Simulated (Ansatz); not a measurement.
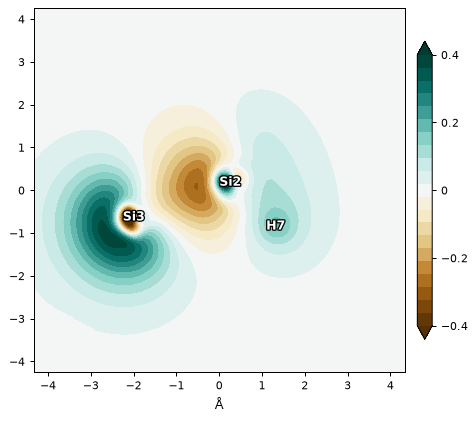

Figure 1: CH7Si2 (charge +1). The HOMO on the plane of atoms Si3, Si2 and H7 (values in Å⁻³ᐟ²; the overall sign is arbitrary).

Geometry: PBE0-D4/def2-TZVP; at this geometry the atoms fall into two loosely joined parts.

Method: RKS PBE0-D4/def2-TZVPP (Ansatz 0.2.0).

```xyz
10

C    -1.1008    0.8486   -1.0645
Si    0.0371   -0.9780    0.1261
Si    1.8462   -0.0924    1.4253
H    -2.0619    0.9156   -1.5804
H    -0.4156    1.6456   -1.3408
H    -1.3230    0.8963    0.0065
H     0.4133   -1.8485   -1.0194
H    -1.2368   -1.4408    0.7234
H    -0.6940   -0.1024   -1.4918
H     1.6391    1.2387    0.7208
```

**Describe this orbital and give its energy.**

By Hirshfeld shares it lies mainly on Si3 (about 65 %), Si2 (about 20 %) and H10 (about 5 %). Its energy is −12.18 eV.
